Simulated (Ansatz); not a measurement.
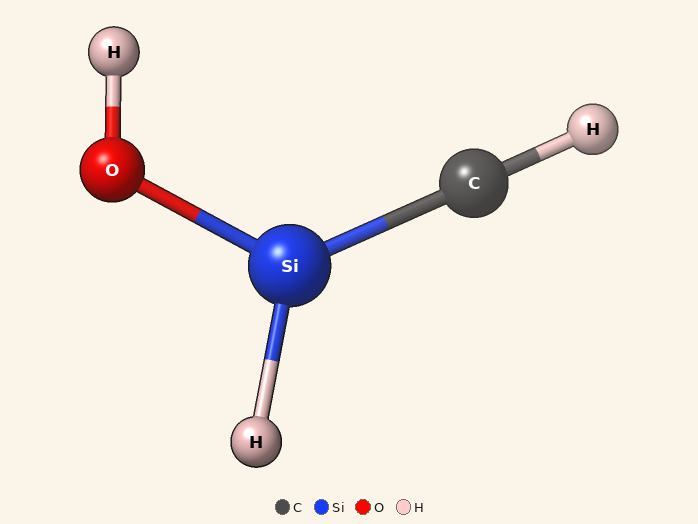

All atoms lie in one plane, which faces the viewer. The species is neutral and a spin doublet. The geometry was computed by an optimisation with PBE0-D4/def2-TZVP. No frequency run is at hand to confirm it as a minimum.

Question: Which symmetry elements does this geometry have?

Answer: It has 1 mirror plane, so the point group is Cs. The group has 2 operations. The geometry is achiral, and symmetry allows a dipole moment.
